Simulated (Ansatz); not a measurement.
## Electronic structure of K···Br2 (SMILES [K+].BrBr) (charge +1) in real space

```xyz
3

K    -0.2264   -0.2354   -2.1168
Br    1.2578    1.3077    4.2536
Br   -0.3104   -0.3227    4.6036
```

Geometry: rigid move from PBE0-D4/def2-TZVP.

Theory: RKS PBE0-D4/def2-TZVPPD in Ansatz 0.2.0.

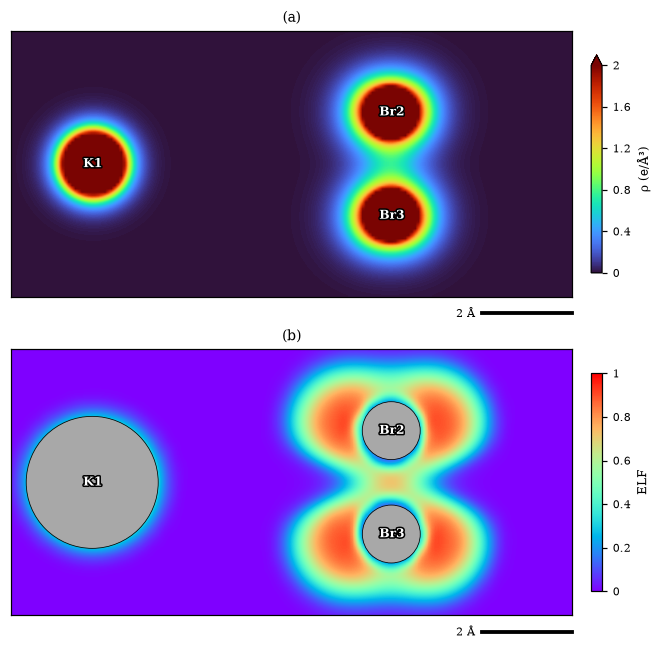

Figure 1. (a) electron density; (b) ELF on the molecular plane. Grey discs cover the atomic cores in the ELF map.

> What does the map show?

The section cuts through K and Br sites.
Br–Br (2.29 Å): ρ at the midpoint is about 0.76 e/Å³; the ELF peaks at about 0.70 between the atoms.
The ELF also peaks beside Br3 and Br2, away from the bonds: lone-pair regions.

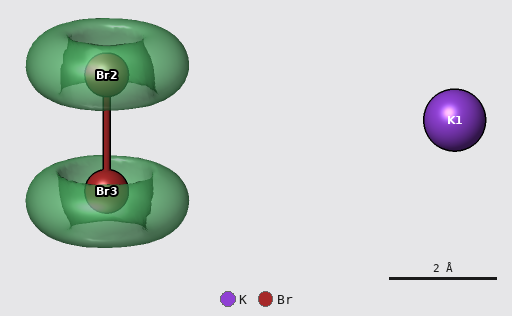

Figure 2. Isosurface of the electron localisation function at 0.8 (green), seen at a tilt. Only the valence region is drawn (cores and ρ < 0.01 e/Å³ removed).

> Describe the localisation domains.

The surface consists of two rings or bowls of non-bonding electrons around Br.

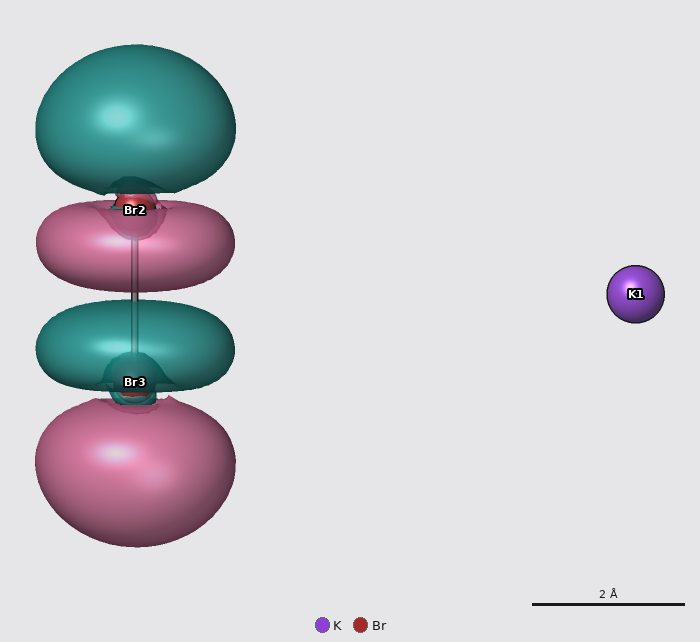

Figure 3. One frontier orbital at ±0.08 Å⁻³ᐟ² (teal and pink are the two phases), seen at a tilt.

> Which orbital is it: HOMO or LUMO?

The LUMO, at −5.73 eV. By Hirshfeld shares it lies mainly on Br2 (about 50 %) and Br3 (about 50 %); it is symmetric in the molecular plane (an in-plane orbital: σ, lone-pair or in-plane π type).

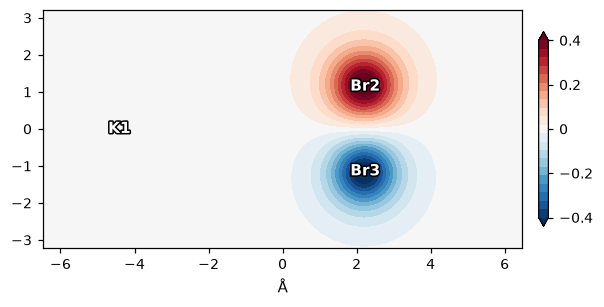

Figure 4. The HOMO on a plane 0.8 Å above the molecular plane (values in Å⁻³ᐟ²; the overall sign is arbitrary).

> What is the character of this orbital?

It lies mainly on Br2 (about 50 %) and Br3 (about 50 %); it changes sign across the molecular plane (π type); π-antibonding (a node) across Br2–Br3. Its energy is −10.27 eV.
